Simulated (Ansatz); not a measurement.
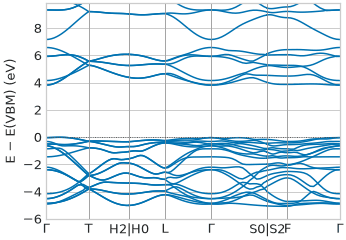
Band structure from plane-wave PAW LDA (Ansatz code)

The gap is 3.82 eV; an edge lies off the plotted path or next to a special point (maximum off the standard path, minimum at Γ).

Problem. Pick the material that matches.
A) YOF, R-3m (Y on 6c, O on 6c, F on 6c)
B) LiTaO3, R3c (Li on 6a, Ta on 6a, O on 18b)
C) Al2O3, R3m (Pearson symbol hR5)

Solution. B, LiTaO3, R3c (Li on 6a, Ta on 6a, O on 18b)

Symmetry was held in the LDA relaxation. The run is not spin-polarised. Spin–orbit coupling is left out wherever it is not named.

Potentials: the later of the program's two PAW sets.
